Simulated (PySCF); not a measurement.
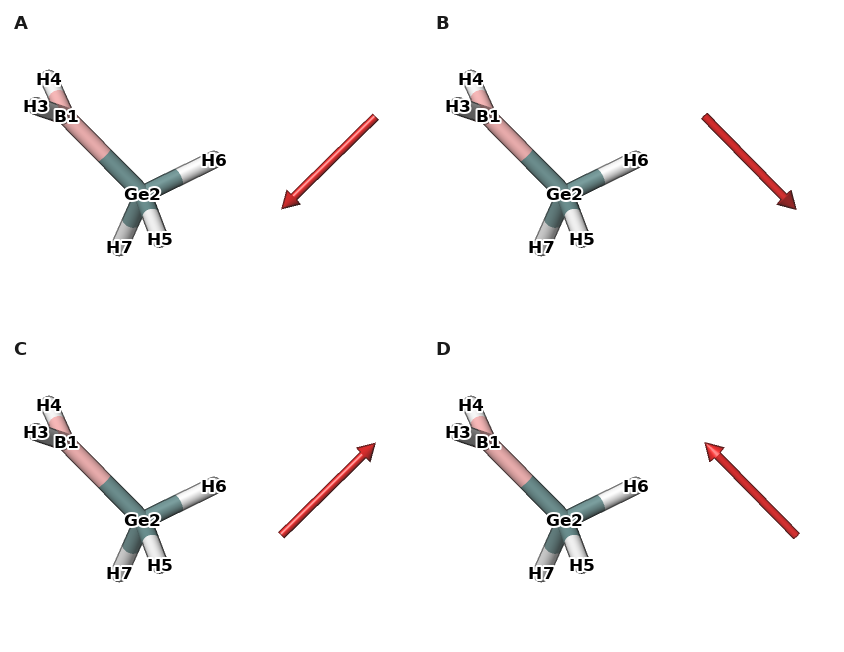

The same molecule four times, each with an arrow. Computed geometry: PBE0-D3(BJ)/def2-SVP optimisation. No frequency run is at hand to confirm it as a minimum. Level of theory: PBE/pcSseg-2, gas phase (PySCF 2.14.0).

**Which arrow points along the dipole moment, from the negative to the positive end?**

D. The dipole moment is 0.38 D; it points from the side of H5, H6, H7 to the side of H3, H4 (the outermost atoms at the two ends).
